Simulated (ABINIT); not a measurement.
# InF (Pm-3m): from the cell to the phonon bands

How does InF (Pm-3m) vibrate, and is this structure a minimum?

Calculated with ABINIT 10.8.3; DFT PBEsol, scalar-relativistic, plane waves, PseudoDojo norm-conserving pseudopotentials.

The structure was built from a prototype and need not be the compound's stable phase.

**1. The starting structure**

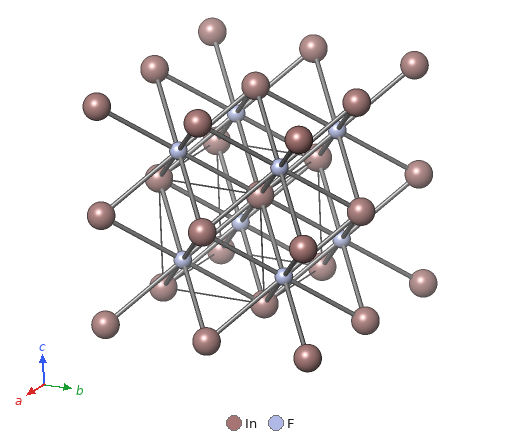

Start, viewed slightly off an axis; indium brown, fluorine light blue. 2×2×2 cells are drawn. Some periodic images of atoms are drawn too.

**2. A first look**

A first run with smearing and empty bands tells whether the crystal has a gap, which decides between fixed occupations and smearing later on.

Input file probe.abi:

```
# ground state
tolvrs 1.0d-08
prtden 1
prtwf 1
prtpot 1

# basis, mesh and filling
ecut 36.0
ngkpt 6 6 6
nshiftk 1
shiftk 0.0 0.0 0.0
istwfk *1
occopt 7
tsmear 0.005
nband 17
nstep 100
diemac 9.0
prtebands 0
prtgsr 0
useylm 1

# cell and atoms
acell 3*1.0 Angstrom
rprim 
    3.15834 0.0 0.0
    0.0 3.15834 0.0
    0.0 0.0 3.15834
ntypat 2
znucl 49 9
natom 2
typat 1 2
xred 
    0.0 0.0 0.0
    0.5 0.5 0.5
pp_dirpath "./pseudo"
pseudos "In.upf, F.upf"
```

Run with:

```bash
$ OMP_NUM_THREADS=1 mpirun -n 2 abinit probe.abi > probe.log
```

Numbers of over 12 decimals in the logs are rounded to 6 here.

probe.abo, the main output file:

```text
[banners, grids, parts of the stress and lines that vanish by symmetry left out]
- input  file    -> probe.abi
- output file    -> probe.abo
- root for input  files -> probei
[...]
Symmetries : space group Pm -3 m (#221); Bravais cP (primitive cubic)
[...]
mpw =        2272          nfft =       46656          nkpt =          20
[...]
== DATASET  1 ==================================================================
[...]
cutoff_energies: {ecut:  36.0, pawecutdg:  -1.0, }
[...]
ETOT  1  -90.687944082835    -9.069E+01 5.693E-01 3.079E+02
 ETOT  2  -90.693083925984    -5.140E-03 2.301E-02 5.738E+02
 ETOT  3  -90.866890197310    -1.738E-01 5.488E-03 2.319E+01
 ETOT  4  -90.872112296388    -5.222E-03 1.765E-03 5.076E-01
 ETOT  5  -90.872217606053    -1.053E-04 2.379E-03 1.097E-02
 ETOT  6  -90.872221017786    -3.412E-06 8.457E-04 1.947E-03
 ETOT  7  -90.872221402059    -3.843E-07 1.115E-03 3.285E-05
 ETOT  8  -90.872221407020    -4.961E-09 3.162E-04 1.033E-06
 ETOT  9  -90.872221407192    -1.719E-10 4.227E-04 3.494E-09
 At SCF step    9       vres2   =  3.49E-09 < tolvrs=  1.00E-08 =>converged.
[...]
sigma(1 1)= -2.17012499E-04  sigma(3 2)=  0.00000000E+00
  sigma(2 2)= -2.17012499E-04  sigma(3 1)=  0.00000000E+00
  sigma(3 3)= -2.17012499E-04  sigma(2 1)=  0.00000000E+00
[...]
convergence: {deltae: -1.719E-10, res2:  3.494E-09, residm:  4.227E-04, diffor: null, }
etotal    :  -9.08722214E+01
[...]
sigma(1 1)= -2.17012499E-04  sigma(3 2)=  0.00000000E+00
  sigma(2 2)= -2.17012499E-04  sigma(3 1)=  0.00000000E+00
  sigma(3 3)= -2.17012499E-04  sigma(2 1)=  0.00000000E+00
[...]
- sigma(1 1)= -6.38472815E+00  sigma(3 2)=  0.00000000E+00
- sigma(2 2)= -6.38472815E+00  sigma(3 1)=  0.00000000E+00
- sigma(3 3)= -6.38472815E+00  sigma(2 1)=  0.00000000E+00
[...]
fcart     -0.0000000000E+00 -0.0000000000E+00 -0.0000000000E+00
           strten     -2.1701249892E-04 -2.1701249892E-04 -2.1701249892E-04
================================================================================

[key lines of the parts left out:]
pressure_GPa:   6.3847E+00
```

It took 24 s on 2 MPI ranks of Intel Xeon at 2.70GHz, shared host.

This step gave:

```yaml
volume_per_atom: 15.75 Å³
pressure: 6.385 GPa
gap_on_the_k_mesh: 0 eV
```

No gap opens on this mesh, so smearing is kept; the printed pressure holds the stress of the finite basis too.

**3. Rough relaxation**

The typed start is rough, so a first relaxation with smearing and loose thresholds takes it towards rest cheaply.

Input file prerelax.abi:

```
# relaxation
ionmov 2
optcell 2
dilatmx 1.15
chkdilatmx 0
ntime 40
tolmxf 3.0d-04
tolvrs 1.0d-10
prtwf 0
prtden 0
chksymtnons 0

# basis, mesh and filling
ecut 36.0
ecutsm 3.0
ngkpt 6 6 6
nshiftk 1
shiftk 0.0 0.0 0.0
istwfk *1
occopt 7
tsmear 0.005
nband 17
nstep 100
diemac 1000000.0
prtebands 0
prtgsr 0
useylm 1

# cell and atoms
acell 3*1.0 Angstrom
rprim 
    3.15834 0.0 0.0
    0.0 3.15834 0.0
    0.0 0.0 3.15834
ntypat 2
znucl 49 9
natom 2
typat 1 2
xred 
    0.0 0.0 0.0
    0.5 0.5 0.5
pp_dirpath "./pseudo"
pseudos "In.upf, F.upf"
```

Run with:

```bash
$ OMP_NUM_THREADS=1 mpirun -n 2 abinit prerelax.abi > prerelax.log
```

prerelax.abo, the main output file:

```text
[banners, grids, parts of the stress and lines that vanish by symmetry left out]
- input  file    -> prerelax.abi
- output file    -> prerelax.abo
- root for input  files -> prerelaxi
[...]
Symmetries : space group Pm -3 m (#221); Bravais cP (primitive cubic)
[...]
mpw =        3362          nfft =       64000          nkpt =          20
[...]
== DATASET  1 ==================================================================
[...]
cutoff_energies: {ecut:  36.0, pawecutdg:  -1.0, }
[...]
ETOT  1  -90.681118848029    -9.068E+01 2.298E-01 4.269E+02
 ETOT  2  -90.716884500249    -3.577E-02 1.919E-02 6.529E+02
 ETOT  3  -90.867086362400    -1.502E-01 1.475E-02 2.957E+01
 ETOT  4  -90.871562646170    -4.476E-03 4.970E-03 1.106E+00
 ETOT  5  -90.871717286826    -1.546E-04 9.398E-04 2.644E-02
[...]
At SCF step   10       vres2   =  8.03E-13 < tolvrs=  1.00E-10 =>converged.
[...]
ETOT  9  -90.874403114955    -6.054E-12 1.465E-08 2.708E-11
 At SCF step    9       vres2   =  2.71E-11 < tolvrs=  1.00E-10 =>converged.
[...]
sigma(1 1)= -2.99022162E-06  sigma(3 2)=  0.00000000E+00
  sigma(2 2)= -2.99022162E-06  sigma(3 1)=  0.00000000E+00
  sigma(3 3)= -2.99022162E-06  sigma(2 1)=  0.00000000E+00
[...]
convergence: {deltae: -6.054E-12, res2:  2.708E-11, residm:  1.465E-08, diffor: null, }
etotal    :  -9.08744031E+01
[...]
At Broyd/MD step   4, gradients are converged :
[...]
sigma(1 1)= -2.99022162E-06  sigma(3 2)=  0.00000000E+00
  sigma(2 2)= -2.99022162E-06  sigma(3 1)=  0.00000000E+00
  sigma(3 3)= -2.99022162E-06  sigma(2 1)=  0.00000000E+00
[...]
- sigma(1 1)= -8.79753575E-02  sigma(3 2)=  0.00000000E+00
- sigma(2 2)= -8.79753575E-02  sigma(3 1)=  0.00000000E+00
- sigma(3 3)= -8.79753575E-02  sigma(2 1)=  0.00000000E+00
[...]
fcart     -0.0000000000E+00 -0.0000000000E+00 -0.0000000000E+00
           strten     -2.9902216236E-06 -2.9902216236E-06 -2.9902216236E-06
================================================================================

[key lines of the parts left out:]
pressure_GPa:   8.7975E-02
Total energy (etotal) [Ha]= -9.08744031149546E+01
```

Wall time 2 min (2 MPI ranks); 3.9 min of CPU time.

Step by step:

```tsv
step	energy less that of the first step (eV)	largest force (eV/Å)	volume (Å³)
1	0.0000	0.0000	31.50
2	-0.0273	0.0000	32.20
3	-0.0715	0.0000	34.59
4	-0.0729	0.0000	35.09
```

```tsv
conventional cell, symmetrised	before	after	change
a (Å)	3.158	3.274	+3.7 %
b (Å)	3.158	3.274	+3.7 %
c (Å)	3.158	3.274	+3.7 %
volume (Å³/atom)	15.75	17.55	+11.4 %
```

Final coordinates:

```xyz
2
Lattice="3.2739 0.0000 0.0000 0.0000 3.2739 0.0000 0.0000 0.0000 3.2739" Properties=species:S:1:pos:R:3 pbc="T T T"
In    0.0000    0.0000    0.0000
F     1.6369    1.6369    1.6369
```

Numbers from this step:

```yaml
volume_per_atom: 17.55 Å³
pressure: 0.08798 GPa
```

The volume changes by +11.4 % in this run and stands +11.4 % from the first cell.

**4. Relaxation**

The harmonic expansion needs vanishing forces, and a free crystal bears no stress, so cell and atoms are brought to rest. Stress is more sensitive to the basis than forces are: the last 3 Ha under the cutoff are smoothed with ecutsm, and the cutoff is raised above that of the later runs.

Input file relax.abi:

```
# relaxation
ionmov 2
optcell 2
dilatmx 1.08
ntime 40
tolmxf 1.0d-05
tolvrs 1.0d-14
prtwf 0
prtden 0
chksymtnons 0

# basis, mesh and filling
ecut 44.0
ecutsm 3.0
ngkpt 8 8 8
nshiftk 1
shiftk 0.0 0.0 0.0
istwfk *1
occopt 7
tsmear 0.01
nband 17
nstep 100
diemac 1000000.0
prtebands 0
prtgsr 0
useylm 1

# cell and atoms
acell 3*1.0 Angstrom
rprim 
    3.273894314 0.0 0.0
    0.0 3.273894314 0.0
    0.0 0.0 3.273894314
ntypat 2
znucl 49 9
natom 2
typat 1 2
xred 
    0.0 0.0 0.0
    0.5 0.5 0.5
pp_dirpath "./pseudo"
pseudos "In.upf, F.upf"
```

Run with:

```bash
$ OMP_NUM_THREADS=1 mpirun -n 2 abinit relax.abi > relax.log
```

relax.abo, the main output file:

```text
[banners, grids, parts of the stress and lines that vanish by symmetry left out]
- input  file    -> relax.abi
- output file    -> relax.abo
- root for input  files -> relaxi
[...]
Symmetries : space group Pm -3 m (#221); Bravais cP (primitive cubic)
[...]
mpw =        4224          nfft =       64000          nkpt =          35
[...]
== DATASET  1 ==================================================================
[...]
cutoff_energies: {ecut:  44.0, pawecutdg:  -1.0, }
[...]
ETOT  1  -90.614569174211    -9.061E+01 4.950E-01 4.852E+02
 ETOT  2  -90.643034947329    -2.847E-02 3.346E-02 8.992E+02
 ETOT  3  -90.868555679390    -2.255E-01 2.068E-02 4.364E+01
 ETOT  4  -90.875244464722    -6.689E-03 6.288E-03 1.543E+00
 ETOT  5  -90.875467337127    -2.229E-04 1.096E-02 9.799E-02
[...]
At SCF step   13       vres2   =  5.91E-16 < tolvrs=  1.00E-14 =>converged.
[...]
sigma(1 1)=  3.68590748E-06  sigma(3 2)=  0.00000000E+00
  sigma(2 2)=  3.68590748E-06  sigma(3 1)=  0.00000000E+00
  sigma(3 3)=  3.68590748E-06  sigma(2 1)=  0.00000000E+00
[...]
convergence: {deltae:  3.070E-12, res2:  5.909E-16, residm:  2.278E-04, diffor: null, }
etotal    :  -9.08754828E+01
[...]
ETOT  1  -90.875480745115    -9.088E+01 2.647E-04 9.414E-03
[...]
At SCF step   10       vres2   =  2.53E-16 < tolvrs=  1.00E-14 =>converged.
[...]
sigma(1 1)=  3.12468044E-06  sigma(3 2)=  0.00000000E+00
  sigma(2 2)=  3.12468044E-06  sigma(3 1)=  0.00000000E+00
  sigma(3 3)=  3.12468044E-06  sigma(2 1)=  0.00000000E+00
[...]
convergence: {deltae: -2.913E-12, res2:  2.530E-16, residm:  1.735E-04, diffor: null, }
etotal    :  -9.08754831E+01
[...]
ETOT  1  -90.875412988594    -9.088E+01 1.332E-04 2.891E-01
[...]
ETOT  9  -90.875483736407    -2.615E-12 1.004E-04 5.344E-13
 ETOT 10  -90.875483736404     2.260E-12 3.514E-05 8.295E-15
 At SCF step   10       vres2   =  8.30E-15 < tolvrs=  1.00E-14 =>converged.
[...]
sigma(1 1)= -1.22598978E-08  sigma(3 2)=  0.00000000E+00
  sigma(2 2)= -1.22598978E-08  sigma(3 1)=  0.00000000E+00
  sigma(3 3)= -1.22598978E-08  sigma(2 1)=  0.00000000E+00
[...]
convergence: {deltae:  2.260E-12, res2:  8.295E-15, residm:  3.514E-05, diffor: null, }
etotal    :  -9.08754837E+01
[...]
At Broyd/MD step   3, gradients are converged :
[...]
sigma(1 1)= -1.22598978E-08  sigma(3 2)=  0.00000000E+00
  sigma(2 2)= -1.22598978E-08  sigma(3 1)=  0.00000000E+00
  sigma(3 3)= -1.22598978E-08  sigma(2 1)=  0.00000000E+00
[...]
- sigma(1 1)= -3.60698645E-04  sigma(3 2)=  0.00000000E+00
- sigma(2 2)= -3.60698645E-04  sigma(3 1)=  0.00000000E+00
- sigma(3 3)= -3.60698646E-04  sigma(2 1)=  0.00000000E+00
[...]
fcart     -0.0000000000E+00 -0.0000000000E+00 -0.0000000000E+00
           strten     -1.2259897757E-08 -1.2259897762E-08 -1.2259897784E-08
================================================================================

[key lines of the parts left out:]
pressure_GPa:   3.6070E-04
Total energy (etotal) [Ha]= -9.08754837364043E+01
```

Wall time 2.5 min (2 MPI ranks); 5.1 min of CPU time.

Little changed from the start: no atom moved by 0.005 Å and no cell edge by 0.1 %.

Numbers from this step:

| Quantity | Value |
| --- | --- |
| volume per atom | 17.51 Å³ |
| pressure | 3.61e-4 GPa |

The volume changes by -0.2 % in this run and stands +11.1 % from the first cell.

**5. Ground state**

First-order wavefunctions inherit every error of the ground state, hence the very tight tolvrs. Smearing stays on, as the first look found no gap above 0.3 eV.

Input file gs.abi:

```
# ground state
tolvrs 1.0d-16
prtden 1
prtwf 1
prtpot 1

# basis, mesh and filling
ecut 36.0
ngkpt 8 8 8
nshiftk 1
shiftk 0.0 0.0 0.0
istwfk *1
occopt 7
tsmear 0.01
nband 17
nstep 100
diemac 1000000.0
prtebands 0
prtgsr 0
useylm 1

# cell and atoms
acell 3*1.0 Angstrom
rprim 
    3.271521113 0.0 0.0
    0.0 3.271521113 0.0
    0.0 0.0 3.271521113
ntypat 2
znucl 49 9
natom 2
typat 1 2
xred 
    0.0 0.0 0.0
    0.5 0.5 0.5
pp_dirpath "./pseudo"
pseudos "In.upf, F.upf"
```

Run with:

```bash
$ OMP_NUM_THREADS=1 mpirun -n 2 abinit gs.abi > gs.log
```

gs.abo, the main output file:

```text
[banners, grids, parts of the stress and lines that vanish by symmetry left out]
- input  file    -> gs.abi
- output file    -> gs.abo
- root for input  files -> gsi
[...]
Symmetries : space group Pm -3 m (#221); Bravais cP (primitive cubic)
[...]
mpw =        2469          nfft =       46656          nkpt =          35
[...]
== DATASET  1 ==================================================================
[...]
cutoff_energies: {ecut:  36.0, pawecutdg:  -1.0, }
[...]
ETOT  1  -90.661941302716    -9.066E+01 4.992E-01 3.309E+02
 ETOT  2  -90.682577066424    -2.064E-02 1.908E-02 5.407E+02
 ETOT  3  -90.867443892022    -1.849E-01 2.626E-02 3.340E+01
 ETOT  4  -90.874827083539    -7.383E-03 3.017E-03 1.126E+00
 ETOT  5  -90.875056814842    -2.297E-04 4.457E-03 7.567E-02
[...]
ETOT 14  -90.875076325798     1.336E-12 6.798E-05 2.779E-16
 ETOT 15  -90.875076325800    -2.359E-12 7.171E-05 9.441E-18
 At SCF step   15       vres2   =  9.44E-18 < tolvrs=  1.00E-16 =>converged.
[...]
sigma(1 1)=  2.41229762E-05  sigma(3 2)=  0.00000000E+00
  sigma(2 2)=  2.41229762E-05  sigma(3 1)=  0.00000000E+00
  sigma(3 3)=  2.41229762E-05  sigma(2 1)=  0.00000000E+00
[...]
convergence: {deltae: -2.359E-12, res2:  9.441E-18, residm:  7.171E-05, diffor: null, }
etotal    :  -9.08750763E+01
[...]
sigma(1 1)=  2.41229762E-05  sigma(3 2)=  0.00000000E+00
  sigma(2 2)=  2.41229762E-05  sigma(3 1)=  0.00000000E+00
  sigma(3 3)=  2.41229762E-05  sigma(2 1)=  0.00000000E+00
[...]
- sigma(1 1)=  7.09722462E-01  sigma(3 2)=  0.00000000E+00
- sigma(2 2)=  7.09722462E-01  sigma(3 1)=  0.00000000E+00
- sigma(3 3)=  7.09722462E-01  sigma(2 1)=  0.00000000E+00
[...]
fcart     -0.0000000000E+00 -0.0000000000E+00 -0.0000000000E+00
           strten      2.4122976183E-05  2.4122976183E-05  2.4122976183E-05
================================================================================

[key lines of the parts left out:]
pressure_GPa:  -7.0972E-01
```

Elapsed: 40 s, on 2 MPI ranks; 80 s of CPU time.

This step gave:

* pressure: -0.7097 GPa

The cell stands at -0.71 GPa: the relaxation ran with a smoothed and higher cutoff, and the difference is a stress of the finite basis.

[end of part 1 of 4]

[Host names and launcher messages were left out of these logs when they were recorded.]

[Logs are printed without paths, hosts, clocks, repeated set-up lines and the standing remarks that a program may print on its own settings, such as how far it seeks lower states.]

[Hosts, paths, dates, database ids (printed as entryN), source tags and the programs' standing remarks are cut or masked in the printed files.]
